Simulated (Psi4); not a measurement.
P$_{2}$H$_{2}$: energy and gradient calculation

System: P$_{2}$H$_{2}$ (phosphanylidenephosphane), SMILES P=P.
Method: r2SCANh/def2-TZVPP, RKS (Psi4 1.11).

The geometry comes from this level: GFN2-xTB.

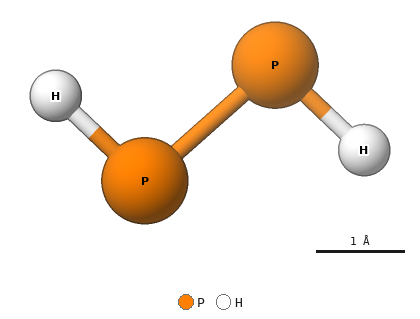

**Figure 1.** The input geometry (ball-and-stick view, seen on its broad side).

**Results in brief**

- outcome: converged
- total energy: −683.841285 hartree
- basis functions: 112
- largest force: 0.552 eV/Å
- HOMO: −6.93 eV
- LUMO: −3.33 eV
- dipole moment: 0.00 D
- hardware: 1 thread of Intel Xeon @ 2.50GHz (Skylake/Cascade Lake), 16 GiB of memory available, shared host
- wall time: 12 s
- peak memory: 0.8 GiB

**Remarks**

Settings chosen away from the usual ones: ints_tolerance set to 1e-14.

**Input file (calc.in)**
```
memory 1600 MB

molecule {
  P
  P 1 2.015516
  H 1 1.402967 2 94.83087
  H 2 1.403168 1 94.83807 3 179.99768
  no_reorient
  no_com
}

set globals {
  reference rks
  ints_tolerance 1e-14
}

result, w = gradient('r2scanh/def2-TZVPP', return_wfn=True)
```

Run as:
```bash
psi4 -n 1 calc.in calc.out
```

**Output**
```
Psi4 1.11 release

gradient() will perform analytic gradient computation.

   => Loading Basis Set <=

    Name: DEF2-TZVPP
    Role: ORBITAL
    Keyword: BASIS

         ---------------------------------------------------------
                                   SCF
                              RKS Reference
                        1 Threads,   1525 MiB Core
         ---------------------------------------------------------

  ==> Geometry <==

    Molecular point group: c1
    Full point group: C1

    Geometry (in Angstrom), charge = 0, multiplicity = 1:

       Center              X                  Y                   Z               Mass
    ------------   -----------------  -----------------  -----------------  -----------------
         P            0.000000892031     0.000002921609    -1.007761035097    30.973761998420
         P            0.000000892031     0.000002921609     1.007754964903    30.973761998420
         H            0.000000892031     1.397986064297    -1.125911514783     1.007825032230
         H           -0.000055722105    -1.398165645512     1.126098071727     1.007825032230

  Running in c1 symmetry.

  Rotational constants: A =      4.46369  B =      0.25685  C =      0.24288 [cm^-1]
  Rotational constants: A = 133818.09623  B =   7700.27934  C =   7281.29275 [MHz]
  Nuclear repulsion =   76.759445097286701

  Charge       = 0
  Multiplicity = 1
  Electrons    = 32
  Nalpha       = 16
  Nbeta        = 16

  ==> Algorithm <==

  SCF Algorithm Type is DF.
  DIIS enabled.
  MOM disabled.
  Fractional occupation disabled.
  Guess Type is SAD.
  Energy threshold   = 1.00e-08
  Density threshold  = 1.00e-08
  Integral threshold = 1.00e-14

  ==> Primary Basis <==

  Basis Set: DEF2-TZVPP
    Blend: DEF2-TZVPP
    Number of shells: 40
    Number of basis functions: 112
    Number of Cartesian functions: 126
    Spherical Harmonics?: true
    Max angular momentum: 3

  ==> DFT Potential <==

   => LibXC <=

    Version 7.1.2

   => Composite Functional: R2SCANH <=

    R2SCANh Hyb-GGA Exchange-Correlation Functional

    Deriv               =              1
    GGA                 =           TRUE
    Meta                =           TRUE

    Exchange Hybrid     =           TRUE
    MP2 Hybrid          =          FALSE

   => Exchange Functionals <=

    0.9000   Re-regularized SCAN exchange by Furness et al

   => Exact (HF) Exchange <=

    0.1000               HF

   => Correlation Functionals <=

    1.0000   Re-regularized SCAN correlation by Furness et al

   => LibXC Density Thresholds  <==

    XC_HYB_MGGA_XC_R2SCANH:  1.00E-15

   => Molecular Quadrature <=

    Radial Scheme          =       TREUTLER
    Pruning Scheme         =           NONE
    Nuclear Scheme         =       TREUTLER

    Blocking Scheme        =         OCTREE
    BS radius alpha        =              1
    Pruning alpha          =              1
    Radial Points          =             75
    Spherical Points       =            302
    Total Points           =          86260
    Total Blocks           =            705
    Max Points             =            256
    Max Functions          =            112
    Weights Tolerance      =       1.00E-15

   => Loading Basis Set <=

    Name: (DEF2-TZVPP AUX)
    Role: JKFIT
    Keyword: DF_BASIS_SCF

  ==> Integral Setup <==

  DFHelper Memory: AOs need 0.030 GiB; user supplied 0.563 GiB.
  SCF_SUBTYPE=INCORE selected. In-core MEM_DF algorithm will be used.
  Using in-core AOs.

  ==> MemDFJK: Density-Fitted J/K Matrices <==

    J tasked:                   Yes
    K tasked:                   Yes
    wK tasked:                   No
    Memory [MiB]:               576
    Algorithm:                 Core
    Schwarz Cutoff:           1E-14
    Mask sparsity (%):       0.5740
    Fitting Condition:        1E-10

   => Auxiliary Basis Set <=

  Basis Set: (DEF2-TZVPP AUX)
    Blend: DEF2-UNIVERSAL-JKFIT
    Number of shells: 88
    Number of basis functions: 292
    Number of Cartesian functions: 350
    Spherical Harmonics?: true
    Max angular momentum: 4

  Cached 100.0% of DFT collocation blocks in 0.555 [GiB].

  Minimum eigenvalue in the overlap matrix is 1.9037572413E-03.
  Reciprocal condition number of the overlap matrix is 3.9804490110E-04.
    Using symmetric orthogonalization.

  ==> Pre-Iterations <==

  SCF Guess: Superposition of Atomic Densities via on-the-fly atomic UHF (no occupation information).

   -------------------------
    Irrep   Nso     Nmo
   -------------------------
     A        112     112
   -------------------------
    Total     112     112
   -------------------------

  ==> Iterations <==

                           Total Energy        Delta E     RMS |[F,P]|

   @DF-RKS iter SAD:  -683.54999371848123   -6.83550e+02   0.00000e+00
   @DF-RKS iter   1:  -683.76991347560295   -2.19920e-01   4.34654e-03 DIIS/ADIIS
   @DF-RKS iter   2:  -683.78891057785108   -1.89971e-02   3.19408e-03 DIIS/ADIIS
   @DF-RKS iter   3:  -683.83926208871912   -5.03515e-02   5.49127e-04 DIIS/ADIIS
   @DF-RKS iter   4:  -683.84127667577104   -2.01459e-03   4.12691e-05 DIIS
   @DF-RKS iter   5:  -683.84128418253181   -7.50676e-06   7.26087e-06 DIIS
   @DF-RKS iter   6:  -683.84128443619659   -2.53665e-07   3.95801e-06 DIIS
   @DF-RKS iter   7:  -683.84128451518848   -7.89919e-08   2.77221e-06 DIIS
   @DF-RKS iter   8:  -683.84128459119961   -7.60111e-08   1.91343e-07 DIIS
   @DF-RKS iter   9:  -683.84128459143574   -2.36128e-10   2.32838e-08 DIIS
   @DF-RKS iter  10:  -683.84128459143938   -3.63798e-12   5.05846e-09 DIIS
  Energy and wave function converged.

  ==> Post-Iterations <==

   Electrons on quadrature grid:
      Ntotal   =   32.0000015625 ; deviation = 1.562e-06

    Orbital Energies [Eh]
    ---------------------

    Doubly Occupied:

       1A    -77.087164     2A    -77.087148     3A     -6.584643
       4A     -6.584434     5A     -4.706060     6A     -4.705961
       7A     -4.703856     8A     -4.703435     9A     -4.701164
      10A     -4.700541    11A     -0.686263    12A     -0.539989
      13A     -0.356947    14A     -0.354324    15A     -0.275612
      16A     -0.254491

    Virtual:

      17A     -0.122455    18A      0.014873    19A      0.018151
      20A      0.054983    21A      0.168572    22A      0.182994
      23A      0.186560    24A      0.189856    25A      0.193991
      26A      0.212229    27A      0.259624    28A      0.272516
      29A      0.280820    30A      0.306177    31A      0.317463
      32A      0.386820    33A      0.390367    34A      0.498648
      35A      0.506066    36A      0.544934    37A      0.552491
      38A      0.605375    39A      0.611879    40A      0.796629
      41A      0.823199    42A      0.836262    43A      0.852820
      44A      0.921479    45A      1.086049    46A      1.098046
      47A      1.129296    48A      1.170309    49A      1.179066
      50A      1.183257    51A      1.226098    52A      1.243309
      53A      1.318908    54A      1.341776    55A      1.346514
      56A      1.438483    57A      1.438964    58A      1.480147
      59A      1.485342    60A      1.498086    61A      1.504721
      62A      1.505257    63A      1.540066    64A      1.544796
      65A      1.558310    66A      1.605735    67A      1.685112
      68A      1.694686    69A      1.696630    70A      1.898085
      71A      1.922891    72A      1.991450    73A      2.161276
      74A      2.168731    75A      2.242793    76A      2.367242
      77A      2.642521    78A      2.770770    79A      3.383354
      80A      3.395434    81A      3.410535    82A      3.435745
      83A      3.616902    84A      3.652844    85A      3.676874
      86A      3.764358    87A      3.956395    88A      3.977592
      89A      4.054482    90A      4.059238    91A      4.101277
      92A      4.121091    93A      4.663224    94A      4.665595
      95A      5.673896    96A      5.693930    97A      5.761440
      98A      5.779030    99A      5.779620   100A      5.795424
     101A      5.852468   102A      5.912109   103A      6.097507
     104A      6.515545   105A      7.277897   106A      7.341468
     107A      7.498418   108A      7.700420   109A      7.713798
     110A      7.818268   111A     14.841868   112A     15.149221

    Final Occupation by Irrep:
              A
    DOCC [    16 ]
    NA   [    16 ]
    NB   [    16 ]

  @DF-RKS Final Energy:  -683.84128459143938

   => Energetics <=

    Nuclear Repulsion Energy =             76.7594450972867008
    One-Electron Energy =               -1098.0506362232852098
    Two-Electron Energy =                 380.0113703018023443
    DFT Exchange-Correlation Energy =     -42.5614637672432181
    Empirical Dispersion Energy =           0.0000000000000000
    VV10 Nonlocal Energy =                  0.0000000000000000
    Total Energy =                       -683.8412845914393756

Computation Completed

Properties will be evaluated at   0.000000,   0.000000,   0.000000 [a0]

Properties computed using the SCF density matrix

 Multipole Moments:

 ------------------------------------------------------------------------------------
     Multipole            Electronic (a.u.)      Nuclear  (a.u.)        Total (a.u.)
 ------------------------------------------------------------------------------------

 L = 1.  Multiply by 2.5417464519 to convert [e a0] to [Debye]
 Dipole X            :          0.0000526           -0.0000530           -0.0000005
 Dipole Y            :          0.0002345           -0.0001737            0.0000607
 Dipole Z            :         -0.0002081            0.0001805           -0.0000276
 Magnitude           :                                                    0.0000667

 ------------------------------------------------------------------------------------

	total time  =          9 seconds =       0.15 minutes

         ------------------------------------------------------------
                                   SCF GRAD
         ------------------------------------------------------------

  ==> Geometry <==

    Molecular point group: c1
    Full point group: C1

    Geometry (in Angstrom), charge = 0, multiplicity = 1:

       Center              X                  Y                   Z               Mass
    ------------   -----------------  -----------------  -----------------  -----------------
         P            0.000000892031     0.000002921609    -1.007761035097    30.973761998420
         P            0.000000892031     0.000002921609     1.007754964903    30.973761998420
         H            0.000000892031     1.397986064297    -1.125911514783     1.007825032230
         H           -0.000055722105    -1.398165645512     1.126098071727     1.007825032230

  Nuclear repulsion =   76.759445097286687

  ==> Basis Set <==

  Basis Set: DEF2-TZVPP
    Blend: DEF2-TZVPP
    Number of shells: 40
    Number of basis functions: 112
    Number of Cartesian functions: 126
    Spherical Harmonics?: true
    Max angular momentum: 3

  ==> DFJKGrad: Density-Fitted SCF Gradients <==

    Gradient:                    1
    J tasked:                  Yes
    K tasked:                  Yes
    wK tasked:                  No
    Integrals threads:           1
    Memory [MiB]:             1144
    Schwarz Cutoff:          1E-14
    Fitting Condition:       1E-10

   => Auxiliary Basis Set <=

  Basis Set: (DEF2-TZVPP AUX)
    Blend: DEF2-UNIVERSAL-JKFIT
    Number of shells: 88
    Number of basis functions: 292
    Number of Cartesian functions: 350
    Spherical Harmonics?: true
    Max angular momentum: 4

  ==> DFT Potential <==

   => LibXC <=

    Version 7.1.2

   => Composite Functional: R2SCANH <=

    R2SCANh Hyb-GGA Exchange-Correlation Functional

    Deriv               =              1
    GGA                 =           TRUE
    Meta                =           TRUE

    Exchange Hybrid     =           TRUE
    MP2 Hybrid          =          FALSE

   => Exchange Functionals <=

    0.9000   Re-regularized SCAN exchange by Furness et al

   => Exact (HF) Exchange <=

    0.1000               HF

   => Correlation Functionals <=

    1.0000   Re-regularized SCAN correlation by Furness et al

   => LibXC Density Thresholds  <==

    XC_HYB_MGGA_XC_R2SCANH:  1.00E-15

   => Molecular Quadrature <=

    Radial Scheme          =       TREUTLER
    Pruning Scheme         =           NONE
    Nuclear Scheme         =       TREUTLER

    Blocking Scheme        =         OCTREE
    BS radius alpha        =              1
    Pruning alpha          =              1
    Radial Points          =             75
    Spherical Points       =            302
    Total Points           =          86260
    Total Blocks           =            705
    Max Points             =            256
    Max Functions          =            112
    Weights Tolerance      =       1.00E-15

  -Total Gradient:
     Atom            X                  Y                   Z
    ------   -----------------  -----------------  -----------------
       1        0.000001328811     0.010670301387     0.001254934210
       2        0.000000900145    -0.010584098957    -0.001266041713
       3       -0.000001302429    -0.009002018535    -0.000558444889
       4       -0.000000941244     0.008915690312     0.000569697862

	total time  =          2 seconds =       0.03 minutes

    Psi4 run time: 0:00:10.17
```

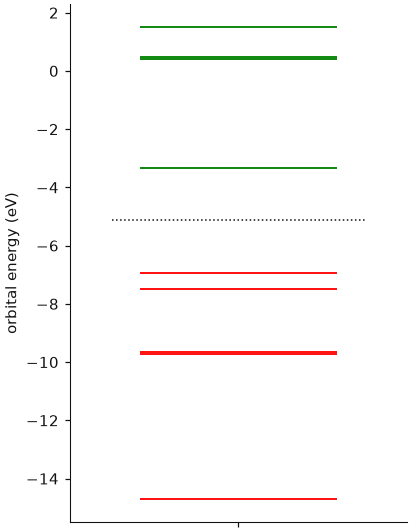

**Figure 2.** Orbital energies near the frontier; the dotted line parts filled from empty levels, and levels within 0.02 eV of each other stand side by side. Highest filled −6.93 eV, lowest empty −3.33 eV, 3.60 eV apart.
